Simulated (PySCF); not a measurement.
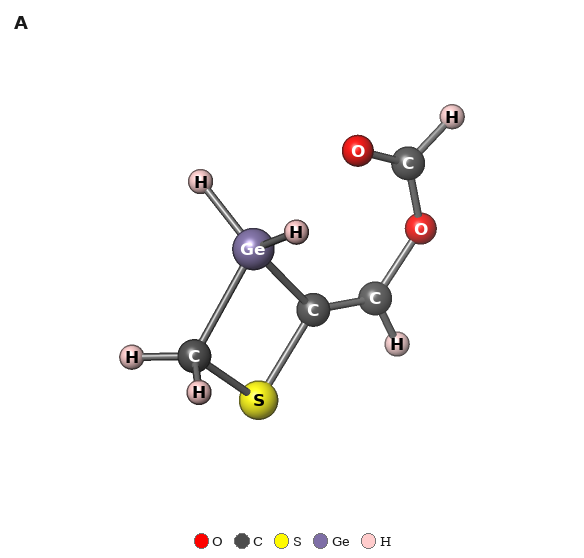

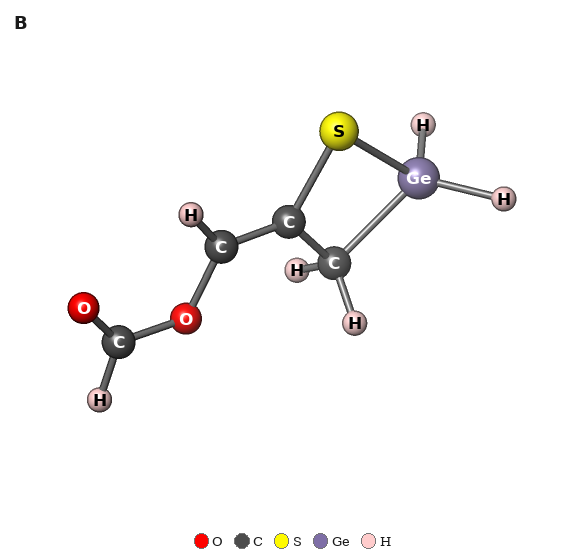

2 stationary structures of one formula. Geometries: GFN2-xTB. Electronic energies: CAM-B3LYP/def2-SVPD (PySCF 2.14.0), without zero-point energy. No frequency run is at hand to confirm each as a minimum. Each is one conformer, not always the lowest.

> Which is lowest in energy, and by how much?

B is lowest; A lies 79.5 kJ/mol above it. A is `O=CO/C=[C]1/S[CH2][GeH2]1`, B is `O=CO/C=C1\[CH2][GeH2][S]1`.

The geometry is semi-empirical. Around Ge such bond lengths and angles can be off by a tenth of an ångström or more and by several degrees, and values that hang on the shape move with them.
